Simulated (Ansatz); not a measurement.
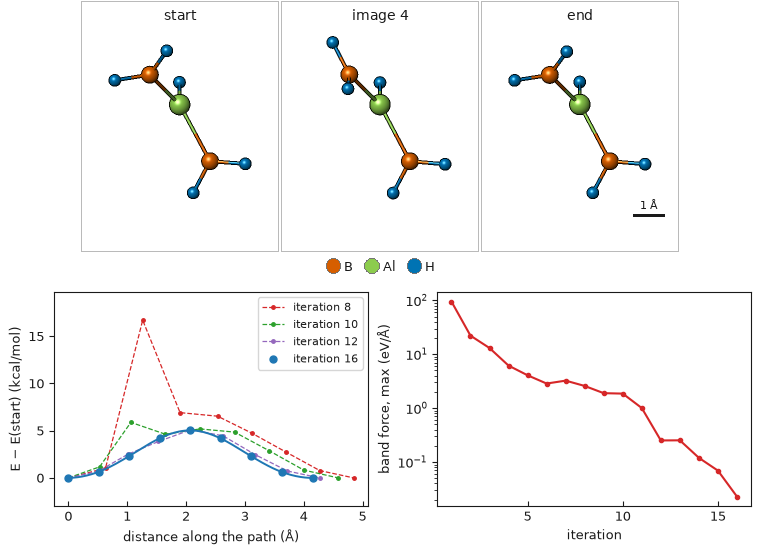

NEB run on AlB2H5. Images are numbered from 0 (start) to 8 (end). The plot follows the band through its iterations. Style: ball-and-stick. Shown from a free direction.

All numbers below come from RKS B3LYP-D4/6-31G (Ansatz 0.2.0). Settings: 7 movable images; climbing image; force threshold 0.05 eV/Å; iteration limit 60; starting path through a guess of the saddle point.

**How did the profile develop, and is the result final?**

The result is final at these settings. The band converged in 16 iterations. The largest component of the band force went from 95 to 0.023 eV/Å. The climbing image converged on the top of the path. Its vibrational analysis gives one imaginary mode (270i cm⁻¹), as a transition state must have. The first iteration put the highest image at 812.74 kcal/mol. The two ends have the same energy, and the highest point, image 4, lies 5.03 kcal/mol above the start.

The run took 3.3 min on 1 thread of Intel(R) Xeon(R) Platinum 8488C (Sapphire Rapids), on a shared host, peak memory 0.12 GiB.
